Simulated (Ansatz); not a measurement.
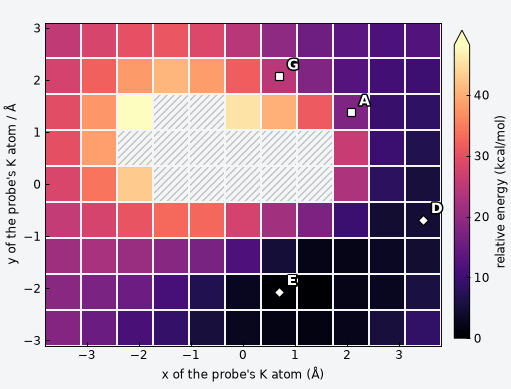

AlHOS (SMILES [O]1[AlH][S]1) with the probe K+. The probe is moved over a plane parallel to the molecule's main plane, 2.30 Å above it. The first coordinate is: x of the probe's K atom; the second: y of the probe's K atom. Nothing is relaxed (molecule and probe rigid). Grid: 11 × 9 points. At 13 points there is no value (left out of the scan, as a rule where atoms come close). Points are written as (first, second). Energies are in kcal/mol, from the lowest grid point. Energies and slopes of some neighbouring points disagree (a jump in structure or state, or too coarse a mesh). Level of theory: Ansatz 0.2.0, RKS B3LYP-D4/def2-TZVP.

The picture shows one coloured cell a grid point, one colour for all values above the top of the scale, hatched blanks where no value was computed, lettered points.

Q: Is D the lowest point of the computed grid?

A: No. D lies 4.8 kcal/mol above the lowest grid point, which is at (0.69 Å, −2.07 Å) [nearest 1 O at 2.71 Å].

Q: Rank the lettered points by energy, lowest first.

A: E (0.0 kcal/mol), D (4.8 kcal/mol), A (17.6 kcal/mol), G (24.6 kcal/mol).
